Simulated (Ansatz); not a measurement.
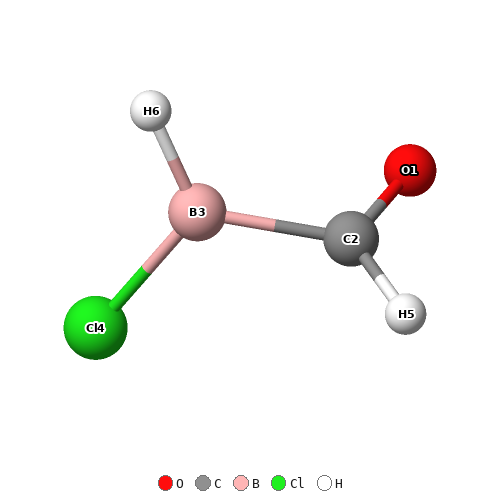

The system is CH₂BClO, SMILES O=CBCl; the picture shows the reference structure. First axis: angle O1–C2–B3. Second axis: dihedral O1–C2–B3–Cl4. Nothing is relaxed (all other coordinates rigid). The grid has 13 × 12 points. Energies are in eV, from the lowest grid point. Theory: Ansatz 0.2.0, RKS PBE-D4/def2-TZVP.

Its coordinates:

```yaml
atoms:
  - { symbol: O, position_ang: [1.1339, -0.5190, -1.1668] }
  - { symbol: C, position_ang: [0.8082, -0.2568, -0.0129] }
  - { symbol: B, position_ang: [-0.6230, 0.4014, 0.0700] }
  - { symbol: Cl, position_ang: [-1.9544, -0.5997, 0.5899] }
  - { symbol: H, position_ang: [1.4732, -0.5354, 0.8457] }
  - { symbol: H, position_ang: [-0.8379, 1.5094, -0.3258] }
```

Range: angle O1–C2–B3 from 77.3 to 147.3°; dihedral O1–C2–B3–Cl4 from −180 to 150°.

> What landscape does the calculation give?

The lowest grid point is at angle O1–C2–B3 = 112.3°, dihedral O1–C2–B3–Cl4 = 90°. There is a further well near angle O1–C2–B3 = 112.3°, dihedral O1–C2–B3–Cl4 = −90° (0.045 eV above the lowest at that grid point). The highest grid point, angle O1–C2–B3 = 77.3°, dihedral O1–C2–B3–Cl4 = 0°, lies 4.26 eV above the lowest. On the interpolated surface the easiest way out of the lowest well to the well at about angle O1–C2–B3 = 114°, dihedral O1–C2–B3–Cl4 = −105° passes a barrier of about 0.099 eV, counted from the interpolated bottom of the well. Round the minimum the valley is somewhat tilted: raising angle O1–C2–B3 shifts the best value of dihedral O1–C2–B3–Cl4 upwards (coupling k₁₂/√(k₁₁k₂₂) about −0.2).

```
dihedral O1–C2–B3–Cl4 ↓, angle O1–C2–B3 →  77.3  83.1  89.0  94.8  100.6  106.5  112.3  118.1  124.0  129.8  135.6  141.5  147.3
                                      150  2.31  1.67  1.13  0.71   0.40   0.18   0.07   0.06   0.15   0.34   0.63   1.04   1.54
                                      120  1.34  0.97  0.65  0.39   0.19   0.06   0.01   0.03   0.14   0.34   0.62   0.98   1.42
                                       90  1.00  0.73  0.48  0.28   0.13   0.03   0.00   0.04   0.15   0.34   0.61   0.95   1.35
                                       60  1.55  1.16  0.81  0.52   0.30   0.15   0.07   0.08   0.18   0.35   0.61   0.96   1.37
                                       30  3.00  2.21  1.54  1.01   0.62   0.34   0.19   0.14   0.21   0.37   0.64   1.01   1.48
                                        0  4.26  3.06  2.09  1.36   0.83   0.47   0.26   0.18   0.23   0.38   0.66   1.06   1.58
                                      −30  3.22  2.38  1.66  1.10   0.68   0.38   0.21   0.16   0.21   0.37   0.63   1.01   1.48
                                      −60  1.71  1.30  0.93  0.62   0.38   0.20   0.11   0.10   0.18   0.34   0.59   0.93   1.34
                                      −90  1.04  0.79  0.56  0.36   0.20   0.09   0.05   0.07   0.16   0.33   0.58   0.90   1.28
                                     −120  1.25  0.94  0.66  0.42   0.24   0.11   0.05   0.07   0.16   0.33   0.59   0.92   1.32
                                     −150  2.15  1.59  1.11  0.72   0.42   0.21   0.10   0.09   0.17   0.34   0.62   0.99   1.45
                                     −180  2.92  2.10  1.43  0.91   0.53   0.27   0.13   0.09   0.16   0.35   0.64   1.05   1.58
```

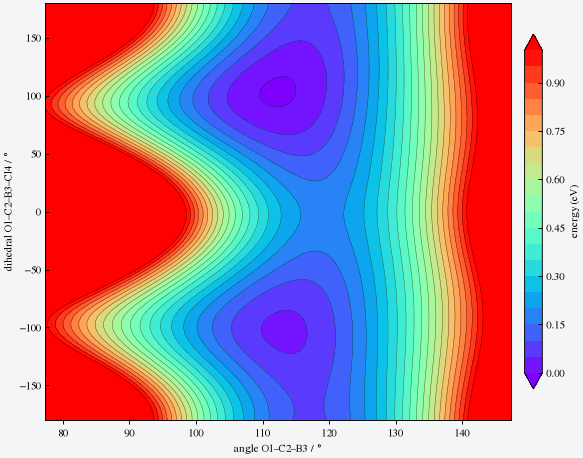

Drawn: filled contours, one colour for all values above the top of the scale. Between grid points the surface is interpolated.

Time for the 156 points that were run: 9.4 min on 1 thread of Arm Neoverse V1 (shared host).
